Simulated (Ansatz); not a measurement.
Computed with PBE (plane waves to 420 eV, PAW; Ansatz, a quantum-chemistry and plane-wave program).

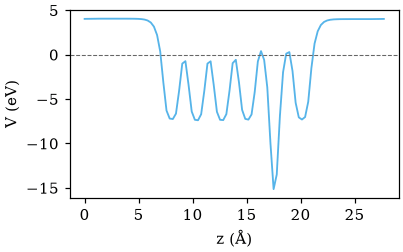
Figure. Plane-averaged electrostatic potential energy along the normal, in eV from the Fermi level, for a constructed model of the (111) surface of fcc Al, a layer of Mg in place of the second plane (bottom of the slab: a bare face, its two planes held)

Set-up: 6 atoms, 11.9 Å thick at the start with caps and adatoms (thin: gaps and levels are the slab's own); mesh 15x15x1; 0.1 eV smearing; dipole correction on; 2 atoms held, the rest relaxed; start symmetry kept, larger cells not searched; no spin, no spin-orbit, no U. In PBE it is, or lies within 0.01 eV a 1x1 cell of, the lowest of the 2 structures of its composition computed so far; subsurface sites and larger cells were not tried.

The vacuum level lies 4.01 eV above the Fermi level over the top face and 4.05 eV above it under the bottom face.
